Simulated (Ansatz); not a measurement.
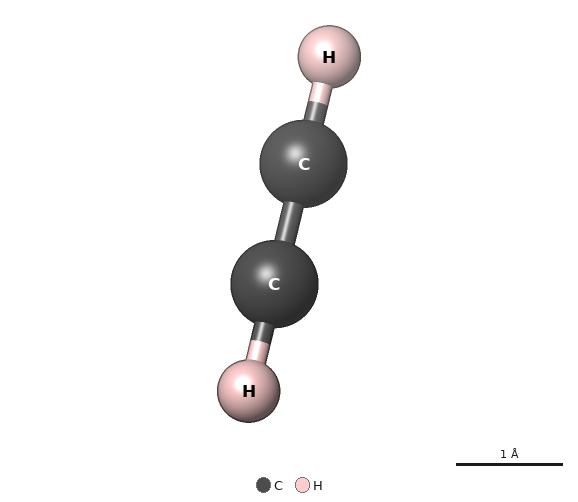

Depth is shown by fading: the farther an atom, the more it takes the colour of the background. Computed geometry: PBE0-D4/def2-TZVP optimisation. No frequency run is at hand to confirm it as a minimum. Masses are those of the most abundant isotopes; constants are for the rigid equilibrium geometry.

Q: Classify the rotor and give the rotational constants (GHz).

A: A linear rotor (D∞h) with B = 35.7 GHz.
